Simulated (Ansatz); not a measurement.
# UCCSDT(Q)/STO-3G run of SF (Monosulfur monofluoride)

Aim: the vertical ionisation energy of SF (Monosulfur monofluoride) at UCCSDT(Q)/STO-3G, from 2 runs. 

Program for the calculation: Ansatz 0.2.0.

34 further runs of the same task are left out: 6 that didn't finish, 28 set aside as unsound or not needed.

**1. The molecule**

SF: 2 atoms, total charge 0, spin state doublet. SMILES: `F[S]`. The shape is that of a PBE0-D4/def2-TZVP optimisation.

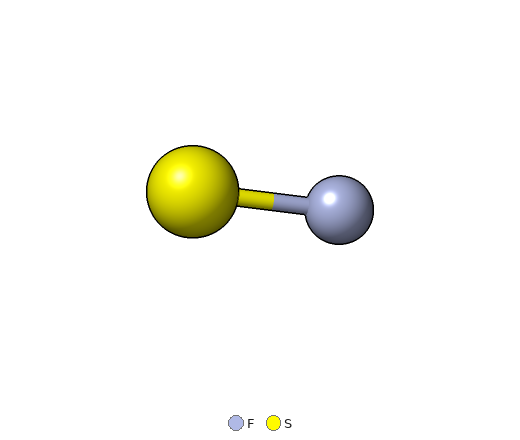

The structure, seen from a chosen angle (fluorine light blue, sulfur yellow).

**2. The energy at UCCSDT(Q)/STO-3G**

The input, job.yaml:

```yaml
basis:
  gaussian:
    orbitals: STO-3G
crystal:
  periodic: [false, false, false]
  atoms:
    - {symbol: F, position_ang: [-0.000000, -0.000000, 0.016120]}
    - {symbol: S, position_ang: [0.000000, 0.000000, 1.610410]}
magnetization:
  spin_polarized: true
  initial_magnetization: 1
correlation:
  method: ccsdt_q
  frozen_orbitals: {F: 1, S: 5}
accuracy: high
scf:
  omitted_lower_state_checks: [cluster_reference, increment]
```

Run with:

```console
$ ansatz run job.yaml --threads 1 --pin off --max-ram 3480MiB --events-out events.jsonl --progress --plain --runs-dir runs
```

The program printed, shortened:

```text
Warning: RAYON_NUM_THREADS=1 ignored (pool sized by the plan → 1); use --threads N
Functional definition: HF
  name "HF"
[...]
224 factors; integrals over basis functions are off by at most 2.9e-8 eV
[...]
mean field -13364.80433836 eV, -491.1475004449 hartree, gradient 9.5e-8 eV, S^2 0.753894; 2 other end points of the search recorded, 0 dependent functions left out
6 core orbitals not correlated: weight in the atoms' cores, before any rotation towards them, 1.000 or more for the frozen orbitals, at most 0.000 for the correlated occupied ones
reference -13364.80433836 eV, -491.1475004449 hartree; 7, 6 occupied and 1, 2 virtual orbitals, 224 factors
second order -0.84935502 eV of doubles, -0.00000000 eV of singles
cycle   1  -1.03781674 eV  change   -1.9e-1 eV  update   6.0e-2
[...]
cycle  23  -1.27629523 eV  change   3.7e-10 eV  update  3.2e-10
perturbative correction 0.00000000 eV, 0.0000000000 hartree
Total energy: -13366.08063359 eV, -491.1944034296 hartree
Checks for a lower state left out: cluster_reference, increment
```

Run time: 0.4 s. Hardware: 1 thread of Arm Neoverse V1, shared host.

**3. The singlet cation, same level**

The input, molecule.yaml:

```yaml
basis:
  gaussian:
    orbitals: STO-3G
crystal:
  periodic: [false, false, false]
  atoms:
    - {symbol: F, position_ang: [-0.000000, -0.000000, 0.016120]}
    - {symbol: S, position_ang: [0.000000, 0.000000, 1.610410]}
total_charge: 1
magnetization:
  spin_polarized: false
correlation:
  method: ccsdt_q
  frozen_orbitals: {F: 1, S: 5}
accuracy: high
scf:
  omitted_lower_state_checks: [cluster_reference, increment]
```

Run with:

```console
$ ansatz run molecule.yaml --threads 1 --pin off --max-ram 3480MiB --events-out events.jsonl --progress --plain --runs-dir runs
```

The program printed, shortened:

```text
Warning: RAYON_NUM_THREADS=1 ignored (pool sized by the plan → 1); use --threads N
[... 2 set-up lines as earlier in the session ...]
[...]
224 factors; integrals over basis functions are off by at most 2.9e-8 eV
[...]
mean field -13356.12398058 eV, -490.8285031803 hartree, gradient 2.4e-8 eV, S^2 0.000000; 2 other end points of the search recorded, 0 dependent functions left out; unrestricted orbitals would lower it
6 core orbitals not correlated: weight in the atoms' cores, before any rotation towards them, 1.000 or more for the frozen orbitals, at most 0.000 for the correlated occupied ones
reference -13356.12398058 eV, -490.8285031803 hartree; 6, 6 occupied and 2, 2 virtual orbitals, 224 factors
second order -1.97184811 eV of doubles, -0.00000000 eV of singles
cycle   1  -2.03705293 eV  change   -6.5e-2 eV  update   1.6e-1
[...]
cycle  34  -3.09676907 eV  change   7.3e-10 eV  update  1.0e-10
perturbative correction -0.04062534 eV, -0.0014929536 hartree
WARN: these amplitudes may be one of several solutions (largest doubles amplitude 0.85, level shift 0.00 eV)
Total energy: -13359.26137499 eV, -490.9438002981 hartree
Checks for a lower state left out: cluster_reference, increment
```

It took 0.4 s on 1 thread of Arm Neoverse V1, shared host.

**4. Outcome**

Level: UCCSDT(Q)/STO-3G, 6 core orbitals frozen.

| quantity | value |
| --- | --- |
| doublet SF: total energy | -491.19440 Eh |
| doublet SF: correlation energy (6 core orbitals frozen) | -46.9 mEh |
| doublet SF: ⟨S²⟩ of the reference determinant | 0.754 |
| doublet SF: T1 diagnostic | 0.023 |
| singlet cation: total energy | -490.94380 Eh |
| singlet cation: correlation energy (6 core orbitals frozen) | -115.3 mEh |
| singlet cation: T1 diagnostic | 0.053 |
| vertical ionisation energy (to the singlet cation) | 6.819 eV |

In words: Removing an electron at fixed nuclei costs 6.82 eV (658 kJ/mol). Only the singlet of the ionised species was computed; a triplet could lie lower. In a minimal basis such a difference can be off by several eV, whatever the method. The T1 diagnostic (singlet cation) of 0.053 is above the customary mark for such species, so a single reference may not serve. The restricted solution (singlet cation) is unstable to spin breaking: an unrestricted one lies lower.
